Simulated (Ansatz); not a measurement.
**Geometry relaxation of C$_{3}$H$_{3}$F$_{5}$**

- system: C$_{3}$H$_{3}$F$_{5}$, SMILES FCC(F)C(F)(F)F
- method: RKS PBE0-D4/def2-TZVP (Ansatz 0.2.0)

The geometry: PBE-D4/def2-SVP start. Figures and captions count atoms from 1; the log counts them from 0 in places.

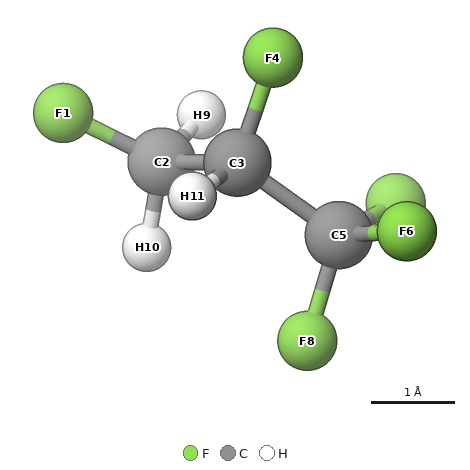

**Figure 1.** The structure as given in the input (ball-and-stick view, seen at a tilt; atoms are numbered from 1 in the order of the input).

The input:
```yaml
crystal:
  periodic: [false, false, false]
  atoms:
    - {symbol: F, position_ang: [-0.926399, -2.116673, -0.817635]}
    - {symbol: C, position_ang: [-0.170609, -0.964538, -0.854675]}
    - {symbol: C, position_ang: [-0.442447, -0.133386, 0.388281]}
    - {symbol: F, position_ang: [-1.711847, 0.405675, 0.339486]}
    - {symbol: C, position_ang: [0.558489, 1.018260, 0.545341]}
    - {symbol: F, position_ang: [0.267850, 1.770876, 1.619229]}
    - {symbol: F, position_ang: [0.562539, 1.820044, -0.541980]}
    - {symbol: F, position_ang: [1.808922, 0.519102, 0.701707]}
    - {symbol: H, position_ang: [-0.434765, -0.368983, -1.755875]}
    - {symbol: H, position_ang: [0.909126, -1.227613, -0.893614]}
    - {symbol: H, position_ang: [-0.355659, -0.779764, 1.290536]}
basis:
  gaussian: {orbitals: def2-TZVP}
hamiltonian: {xc: pbe0, dispersion: d4}
relax: {f_tol: 0.005, max_steps: 150}
```

Command:
```bash
ansatz run in.yaml --threads 4 --pin off --events-out ev --progress --plain --max-ram 11315MiB
```

The program's output:
```
Functional definition: PBE0
  name "PBE0"
  cite "Adamo & Barone, J. Chem. Phys. 110, 6158 (1999) doi:10.1063/1.478522"
  cite "Perdew, Burke & Ernzerhof, Phys. Rev. Lett. 77, 3865 (1996) doi:10.1103/PhysRevLett.77.3865"
  parent pbe
  parameter a = 0.25
  parameter kappa = 0.804
  parameter beta = 0.06672455060314922
  exchange = (1 - a)*pbe_x(kappa = kappa, mu = beta*pi^2/3) + a*exact_x
  correlation = pbe_c(beta = beta)
1452 factors; their error is unknown
mean field evaluation 1: about -16731.3602 eV, gradient 4.8e1 eV
mean field evaluation 2: about -16730.2736 eV, gradient 5.7e1 eV
mean field evaluation 4: about -16734.9022 eV, gradient 2.3e0 eV
mean field evaluation 8: about -16734.9136 eV, gradient 4.2e-2 eV
mean field evaluation 16: about -16734.9494 eV, gradient 2.1e-4 eV
mean field -16734.94936325 eV, -614.9980457435 hartree, gradient 2.2e-5 eV, S^2 0.000000; 0 other end points of the search recorded, 0 dependent functions left out
the calculation of the forces begins
reference -16734.94938443 eV, -614.9980465217 hartree; 33, 33 occupied and 233, 233 virtual orbitals, 1452 factors
relax step   1: F+E_penalty+E_count = -16735.12062630 eV  Δ(F+E_penalty+E_count) = +0.000e0 eV  max|allowed force component| = 7.361e-1 eV/Å  Δτ_max = 0.0000 Å  (29 SCF iters, accepted)
these checks for a lower state are left out or cut short: starts, cluster_reference, orbital_swaps, neighbouring_geometries, increment
1452 factors; their error is unknown
mean field -16734.99340416 eV, -614.9996642169 hartree, gradient 1.6e-5 eV, S^2 0.000000; 0 other end points of the search recorded, 0 dependent functions left out
the calculation of the forces begins
reference -16734.99342517 eV, -614.9996649890 hartree; 33, 33 occupied and 233, 233 virtual orbitals, 1452 factors
relax step   2: F+E_penalty+E_count = -16735.16525279 eV  Δ(F+E_penalty+E_count) = -4.463e-2 eV  max|allowed force component| = 2.966e-1 eV/Å  Δτ_max = 0.0217 Å  (31 SCF iters, accepted)
these checks for a lower state are left out or cut short: starts, cluster_reference, orbital_swaps, neighbouring_geometries, increment
1452 factors; their error is unknown
mean field evaluation 32: about -16734.9989 eV, gradient 1.6e-5 eV
mean field -16734.99890334 eV, -614.9998663080 hartree, gradient 1.6e-5 eV, S^2 0.000000; 0 other end points of the search recorded, 0 dependent functions left out
the calculation of the forces begins
reference -16734.99892430 eV, -614.9998670785 hartree; 33, 33 occupied and 233, 233 virtual orbitals, 1452 factors
relax step   3: F+E_penalty+E_count = -16735.17094526 eV  Δ(F+E_penalty+E_count) = -5.692e-3 eV  max|allowed force component| = 3.284e-2 eV/Å  Δτ_max = 0.0109 Å  (32 SCF iters, accepted)
these checks for a lower state are left out or cut short: starts, cluster_reference, orbital_swaps, neighbouring_geometries, increment
1452 factors; their error is unknown
mean field -16734.99901330 eV, -614.9998703490 hartree, gradient 1.6e-5 eV, S^2 0.000000; 0 other end points of the search recorded, 0 dependent functions left out
the calculation of the forces begins
reference -16734.99903426 eV, -614.9998711192 hartree; 33, 33 occupied and 233, 233 virtual orbitals, 1452 factors
relax step   4: F+E_penalty+E_count = -16735.17107609 eV  Δ(F+E_penalty+E_count) = -1.308e-4 eV  max|allowed force component| = 9.397e-3 eV/Å  Δτ_max = 0.0028 Å  (32 SCF iters, accepted)
these checks for a lower state are left out or cut short: starts, cluster_reference, orbital_swaps, neighbouring_geometries, increment
1452 factors; their error is unknown
mean field -16734.99910988 eV, -614.9998738983 hartree, gradient 1.6e-5 eV, S^2 0.000000; 0 other end points of the search recorded, 0 dependent functions left out
the calculation of the forces begins
reference -16734.99913083 eV, -614.9998746680 hartree; 33, 33 occupied and 233, 233 virtual orbitals, 1452 factors
relax step   5: F+E_penalty+E_count = -16735.17116352 eV  Δ(F+E_penalty+E_count) = -8.743e-5 eV  max|allowed force component| = 7.060e-3 eV/Å  Δτ_max = 0.0082 Å  (31 SCF iters, accepted)
these checks for a lower state are left out or cut short: starts, cluster_reference, orbital_swaps, neighbouring_geometries, increment
1452 factors; their error is unknown
mean field -16734.99918100 eV, -614.9998765117 hartree, gradient 1.6e-5 eV, S^2 0.000000; 0 other end points of the search recorded, 0 dependent functions left out
the calculation of the forces begins
reference -16734.99920192 eV, -614.9998772807 hartree; 33, 33 occupied and 233, 233 virtual orbitals, 1452 factors
relax step   6: F+E_penalty+E_count = -16735.17122184 eV  Δ(F+E_penalty+E_count) = -5.832e-5 eV  max|allowed force component| = 6.831e-3 eV/Å  Δτ_max = 0.0102 Å  (31 SCF iters, accepted)
these checks for a lower state are left out or cut short: starts, cluster_reference, orbital_swaps, neighbouring_geometries, increment
1452 factors; their error is unknown
mean field -16734.99918919 eV, -614.9998768127 hartree, gradient 1.6e-5 eV, S^2 0.000000; 0 other end points of the search recorded, 0 dependent functions left out
the calculation of the forces begins
reference -16734.99921010 eV, -614.9998775814 hartree; 33, 33 occupied and 233, 233 virtual orbitals, 1452 factors
relax step   7: F+E_penalty+E_count = -16735.17122948 eV  Δ(F+E_penalty+E_count) = -7.642e-6 eV  max|allowed force component| = 2.313e-3 eV/Å  Δτ_max = 0.0027 Å  (32 SCF iters, accepted)
1452 factors; their error is unknown
mean field evaluation 64: about -16734.9988 eV, gradient 5.8e-1 eV
```

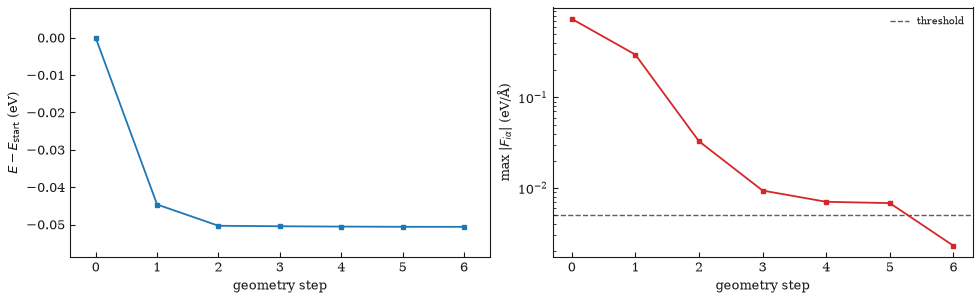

**Figure 2.** Progress of the relaxation, step by step (the first geometry is step 0 here and step 1 in the log).

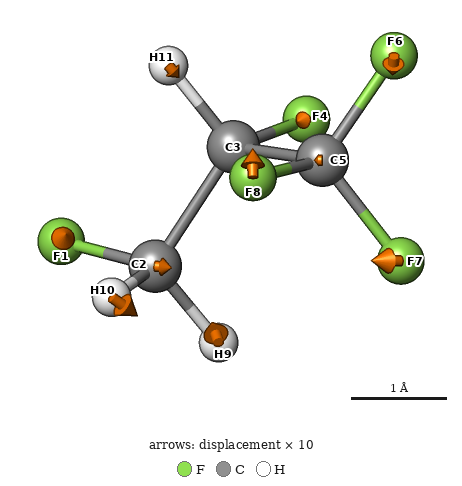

**Figure 3.** The starting structure with the displacements as orange arrows, magnified 10 times (ball-and-stick view, seen at a tilt). The two geometries are laid on each other by the best rigid fit. The largest moves after the best rigid fit, 0.038 Å, are those of F7 and H10. Largest moves by element: H 0.038 Å, F 0.038 Å, C 0.019 Å. Among the contacts that change: C2–H10 1.112 → 1.093 Å, C5–F8 1.355 → 1.339 Å, C5–F7 1.351 → 1.335 Å, C5–F6 1.343 → 1.328 Å. The energy falls by 0.051 eV in 6 geometry steps. Largest force component: 0.74 eV/Å at the start, 0.0023 eV/Å at the end. (Atoms are counted from 1 in the order of the input.)

```
mean field -16734.99918919 eV, -614.9998768127 hartree, gradient 1.6e-5 eV, S^2 0.000000; 1 other end points of the search recorded, 0 dependent functions left out
the calculation of the forces begins
reference -16734.99921010 eV, -614.9998775814 hartree; 33, 33 occupied and 233, 233 virtual orbitals, 1452 factors
Total energy: -16735.17125040 eV, -615.0061999456 hartree
Atom 0 at    -0.899918    -2.106039    -0.801764 Å, force     0.000945     0.001159    -0.000433 eV/Å
Atom 1 at    -0.166859    -0.945643    -0.855288 Å, force    -0.000804    -0.002313    -0.000109 eV/Å
Atom 2 at    -0.435574    -0.134899     0.387446 Å, force    -0.000367    -0.000322    -0.000218 eV/Å
Atom 3 at    -1.695354     0.399404     0.341759 Å, force     0.001164     0.000379     0.000712 eV/Å
Atom 4 at     0.559047     1.008945     0.545241 Å, force    -0.001645     0.001832    -0.001020 eV/Å
Atom 5 at     0.256663     1.766139     1.594020 Å, force     0.000424    -0.000330    -0.000076 eV/Å
Atom 6 at     0.587654     1.792588    -0.535017 Å, force     0.000833    -0.000200     0.000982 eV/Å
Atom 7 at     1.790052     0.516250     0.728688 Å, force    -0.000958    -0.000543    -0.000471 eV/Å
Atom 8 at    -0.466248    -0.381757    -1.742084 Å, force     0.000238    -0.000216     0.000841 eV/Å
Atom 9 at     0.893769    -1.202875    -0.918496 Å, force     0.000382     0.000311    -0.000269 eV/Å
Atom 10 at    -0.358031    -0.769112     1.276297 Å, force    -0.000210     0.000243     0.000060 eV/Å
Dipole moment:     0.238684    -0.127992    -0.060652 e Å
```

Trajectory as extended XYZ (Å, eV, eV/Å), 7 frames, from step=1 to step=7:
```
11
Properties=species:S:1:pos:R:3:forces:R:3 step=1 energy=-16735.12063
F    -0.9264   -2.1167   -0.8176    0.2311   0.3665  -0.0001
C    -0.1706   -0.9645   -0.8547    0.3038   0.3992  -0.2537
C    -0.4424   -0.1334    0.3883   -0.0817  -0.2798   0.2903
F    -1.7118    0.4057    0.3395    0.4846  -0.2006   0.0357
C     0.5585    1.0183    0.5453    0.1836   0.2075  -0.0611
F     0.2678    1.7709    1.6192    0.2252  -0.4209  -0.6512
F     0.5625    1.8200   -0.5420    0.0609  -0.4270   0.6815
F     1.8089    0.5191    0.7017   -0.7361   0.3616  -0.0719
H    -0.4348   -0.3690   -1.7559    0.0629  -0.4434   0.4408
H     0.9091   -1.2276   -0.8936   -0.6090   0.0378   0.0150
H    -0.3557   -0.7798    1.2905   -0.1251   0.3989  -0.4251
11
Properties=species:S:1:pos:R:3:forces:R:3 step=2 energy=-16735.16525
F    -0.9128   -2.1018   -0.8096    0.0180   0.0180  -0.0203
C    -0.1649   -0.9515   -0.8547    0.1027   0.1205  -0.0155
C    -0.4393   -0.1366    0.3902   -0.0112   0.0075   0.0032
F    -1.7010    0.4019    0.3392    0.1479  -0.0786   0.0136
C     0.5558    1.0109    0.5433    0.1520   0.1410   0.0076
F     0.2677    1.7608    1.6080    0.0665  -0.1539  -0.2360
F     0.5660    1.8087   -0.5350    0.0021  -0.1996   0.2714
F     1.7979    0.5189    0.7037   -0.2966   0.1254  -0.0334
H    -0.4414   -0.3793   -1.7508    0.0200  -0.1076   0.1674
H     0.8996   -1.2193   -0.9004   -0.1780   0.0227   0.0028
H    -0.3626   -0.7696    1.2869   -0.0236   0.1045  -0.1609
11
Properties=species:S:1:pos:R:3:forces:R:3 step=3 energy=-16735.17095
F    -0.9110   -2.1012   -0.8077    0.0026   0.0046   0.0109
C    -0.1640   -0.9497   -0.8528    0.0030   0.0204   0.0127
C    -0.4354   -0.1344    0.3867   -0.0218  -0.0094  -0.0021
F    -1.6953    0.3992    0.3373   -0.0050   0.0045  -0.0046
C     0.5567    1.0110    0.5440    0.0328   0.0030  -0.0143
F     0.2658    1.7580    1.6032   -0.0148  -0.0038   0.0049
F     0.5694    1.8040   -0.5291   -0.0012   0.0087  -0.0122
F     1.7921    0.5216    0.7078   -0.0038  -0.0064   0.0063
H    -0.4464   -0.3822   -1.7418   -0.0118   0.0080  -0.0272
H     0.8940   -1.2180   -0.9039    0.0137  -0.0092  -0.0030
H    -0.3606   -0.7652    1.2770    0.0063  -0.0207   0.0287
11
Properties=species:S:1:pos:R:3:forces:R:3 step=4 energy=-16735.17108
F    -0.9094   -2.1007   -0.8056   -0.0026  -0.0094  -0.0004
C    -0.1640   -0.9484   -0.8531    0.0006   0.0083   0.0047
C    -0.4357   -0.1347    0.3872   -0.0052  -0.0003  -0.0048
F    -1.6954    0.3995    0.3371    0.0013  -0.0001   0.0010
C     0.5572    1.0105    0.5437    0.0091  -0.0015   0.0004
F     0.2644    1.7577    1.6022   -0.0054   0.0062   0.0047
F     0.5711    1.8030   -0.5300    0.0027   0.0005  -0.0030
F     1.7919    0.5204    0.7097   -0.0017  -0.0008   0.0022
H    -0.4489   -0.3820   -1.7430   -0.0027  -0.0001  -0.0010
H     0.8946   -1.2162   -0.9055    0.0009  -0.0006  -0.0030
H    -0.3607   -0.7662    1.2781    0.0032  -0.0023  -0.0006
11
Properties=species:S:1:pos:R:3:forces:R:3 step=5 energy=-16735.17116
F    -0.9067   -2.1022   -0.8044    0.0004  -0.0045  -0.0005
C    -0.1651   -0.9473   -0.8540    0.0000   0.0020   0.0016
C    -0.4352   -0.1351    0.3874   -0.0071   0.0026  -0.0009
F    -1.6951    0.3991    0.3387    0.0037   0.0000   0.0045
C     0.5581    1.0099    0.5446    0.0046   0.0016  -0.0050
F     0.2612    1.7616    1.5988   -0.0050   0.0020   0.0015
F     0.5770    1.7983   -0.5324    0.0054   0.0009   0.0023
F     1.7917    0.5199    0.7178   -0.0053  -0.0022  -0.0016
H    -0.4555   -0.3813   -1.7424    0.0001  -0.0006  -0.0010
H     0.8941   -1.2118   -0.9105    0.0022  -0.0005  -0.0038
H    -0.3593   -0.7680    1.2771    0.0010  -0.0011   0.0030
11
Properties=species:S:1:pos:R:3:forces:R:3 step=6 energy=-16735.17122
F    -0.9019   -2.1049   -0.8025    0.0032   0.0025  -0.0006
C    -0.1664   -0.9459   -0.8551   -0.0024  -0.0050  -0.0009
C    -0.4352   -0.1351    0.3876   -0.0016   0.0023   0.0011
F    -1.6949    0.3993    0.3414    0.0010  -0.0019   0.0012
C     0.5589    1.0093    0.5452   -0.0019   0.0014  -0.0034
F     0.2571    1.7657    1.5947   -0.0010  -0.0003  -0.0027
F     0.5855    1.7933   -0.5349    0.0029  -0.0018   0.0068
F     1.7904    0.5175    0.7273    0.0007  -0.0011  -0.0023
H    -0.4640   -0.3813   -1.7420    0.0010  -0.0005   0.0006
H     0.8938   -1.2053   -0.9174   -0.0021   0.0022   0.0006
H    -0.3580   -0.7694    1.2765    0.0001   0.0022  -0.0003
11
Properties=species:S:1:pos:R:3:forces:R:3 step=7 energy=-16735.17123
F    -0.8999   -2.1060   -0.8018    0.0009   0.0012  -0.0004
C    -0.1669   -0.9456   -0.8553   -0.0008  -0.0023  -0.0001
C    -0.4356   -0.1349    0.3874   -0.0004  -0.0003  -0.0002
F    -1.6954    0.3994    0.3418    0.0012   0.0004   0.0007
C     0.5590    1.0089    0.5452   -0.0016   0.0018  -0.0010
F     0.2567    1.7661    1.5940    0.0004  -0.0003  -0.0001
F     0.5877    1.7926   -0.5350    0.0008  -0.0002   0.0010
F     1.7901    0.5162    0.7287   -0.0010  -0.0005  -0.0005
H    -0.4662   -0.3818   -1.7421    0.0002  -0.0002   0.0008
H     0.8938   -1.2029   -0.9185    0.0004   0.0003  -0.0003
H    -0.3580   -0.7691    1.2763   -0.0002   0.0002   0.0001
```

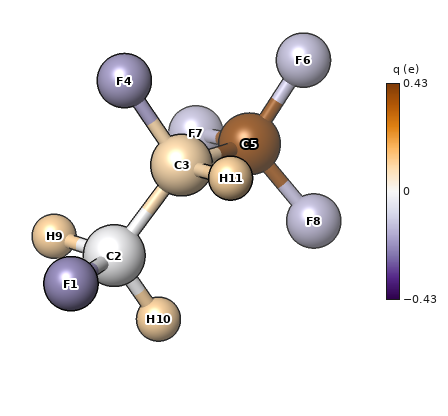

**Figure 4.** Mulliken charges, as the colour of each atom (ball-and-stick view, seen at a tilt; atoms are numbered from 1 in the order of the input; Mulliken charges depend strongly on the basis). By element: F −0.21 to −0.14, C −0.01 to +0.41 and H +0.11 to +0.13 e.

Summary:

```tsv
quantity	value
outcome	converged
total energy	−16735.1713 eV
mean-field energy	−16734.9992 eV
dispersion energy	−0.1720 eV
SCF solution under orbital rotations	stable
largest force (length of the vector) at the end	0.003 eV/Å
dipole moment	1.33 D
hardware	4 threads of Arm Neoverse V2, 23 GiB of memory available, shared host
wall time	33 s (CPU time 2.1 min)
peak memory	0.82 GiB
```
